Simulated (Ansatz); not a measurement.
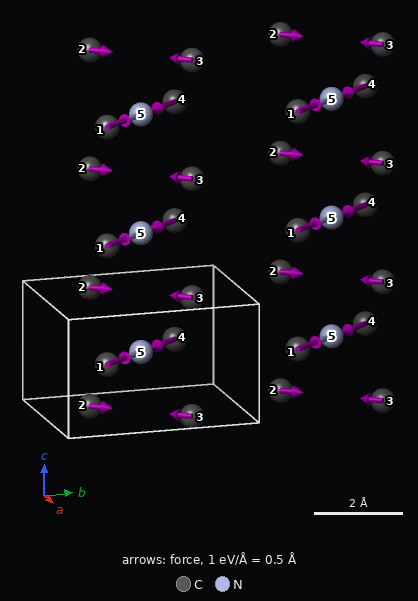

Starting geometry of a crystal of C4N (a generated structure, set up in Cmmm) (coarse preliminary run) with the computed forces as purple arrows. A ball-and-stick model of the cell of the calculation, repeated 1 × 2 × 3 with one cell outlined, seen slightly off an axis.

Theory: Ansatz, DFT PBE, scalar-relativistic, plane waves, PAW. Set-up: plane-wave cutoff 420 eV; k-point mesh 4 × 4 × 6; occupations gaussian; smearing width 0.1 eV; no spin polarisation; cell and atoms relaxed; force threshold 0.04 eV/Å; at most 70 steps.

**What follows when this structure is relaxed?**

It isn't relaxed: the largest force vector, on C atoms, is 2.25 eV/Å. Measured relative to the changing cell, the final displacements run against the starting forces (cosine between the two patterns −0.53). The largest moves relative to the cell, 1.75 Å, are those of C2 and C3. C2 goes along [−1 −1 0]. N stays in place. The volume changes by −12.4 %, with a = b 4.715 → 4.930 Å (+4.5 %), c 2.752 → 2.562 Å (−6.9 %), γ 100.4° → 57.8°. Near-neighbour distances that change, for instance: C2–C3 3.425 → 1.395 Å, C2–N5 1.898 → 3.837 Å, C1–C2 2.928 → 1.846 Å, C1–N5 1.686 → 1.252 Å. New bonds form: C1–C2 (2.93 → 1.85 Å), C1–C3 (2.93 → 1.85 Å), C2–C3 (3.43 → 1.40 Å), C2–C4 (2.93 → 1.85 Å). The space group stays Cmmm (No. 65). After 29 accepted moves (36 points after the start) the energy has fallen by 2151 meV per atom. The largest force component goes from 2.3 to 0.0061 eV/Å. The pressure goes from −20.27 to 0.04 GPa. The line search rejected the trial steps at points 14, 28 of the run. At 5 points the geometry stayed and the basis and grid were re-selected for the new cell (energy shift of 15.5 meV per atom at most each time).

Limits of the set-up: the k-point mesh is coarse for a cell with partly filled bands.
